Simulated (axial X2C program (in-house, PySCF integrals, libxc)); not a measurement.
**Relativistic diatomic calculation, with input and output: IZr⁻**

System: IZr⁻, single determinant with Ω = 1.
Method: PW91, two-component X2C with atomic mean-field Coulomb and Gaunt terms, I dyall-acv3z, Zr dyall-acv3z (cores contracted) (axial X2C program (in-house, PySCF integrals, libxc)).

Input:
```
{"zs": [53, 40], "q": -1, "bas": ["dyall-acv3z", "dyall-acv3z"], "levels": ["PBE0", "HF", "PW91"], "cc": true, "r0": 2.87, "thr": -1.0, "nmax": 90, "npts": 10, "nst": 2, "ntry": 6}
```

The line is the task of a batch: nuclear charges, charge, bases, the levels to run, a first guess of the distance and further settings. This report covers PW91 with spin-orbit coupling. The log is that of the reference distance 2.801 Å.

Hardware: 1 thread of Arm Neoverse N1, 24 GiB of memory available, shared host.

The run was one of a batch that the task file lists, launched with:
```bash
python <driver script> task.json out
```

Output:
```
two-component X2C + atomic mean field  PW91
basis functions 310  fitting functions 1448  grid points 5805
iter        total energy     max residual
   1     -10710.595458784     1.06e-01
   2     -10710.599281487     8.87e-03
   3     -10710.568331002     3.54e-02
   4     -10710.597410144     1.28e-02
   5     -10710.602339022     8.06e-04
   6     -10710.602316953     1.42e-03
   7     -10710.602381929     5.33e-04
   8     -10710.602391821     4.72e-05
   9     -10710.602392025     2.63e-05
  10     -10710.602391986     5.03e-05
  11     -10710.602392073     2.95e-06
  12     -10710.602392073     2.31e-06
converged
one-electron -15527.65544102  Coulomb 4721.77133219  exact exchange 0.00000000  xc functional -299.31280648  nuclear repulsion 400.51970266  atomic mean-field constant -5.92517942
```

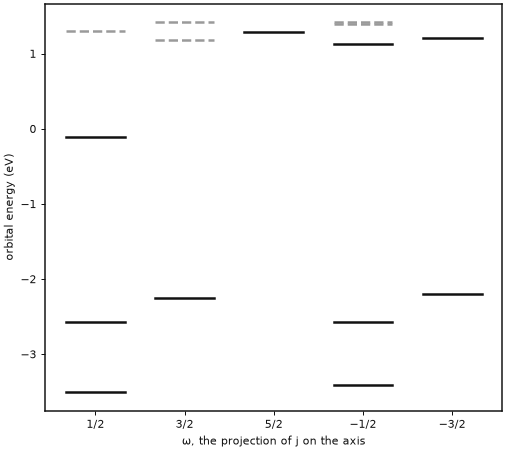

Fig. 1: Orbital energies near the frontier at 2.80 Å, filled (solid) and empty (dashed). The highest filled spinor (5/2; 98 % Zr d) lies at 1.28 eV, the lowest empty one (3/2; 63 % Zr d, 30 % Zr p) at 1.18 eV. A filled level above zero is held only by the finite basis .

Outcome:

- outcome: not converged in a step after the SCF shown
- wall time: 5.5 s

Diagnosis:

The SCF whose log is shown converged, but a later step did not. The run therefore gave no full result.
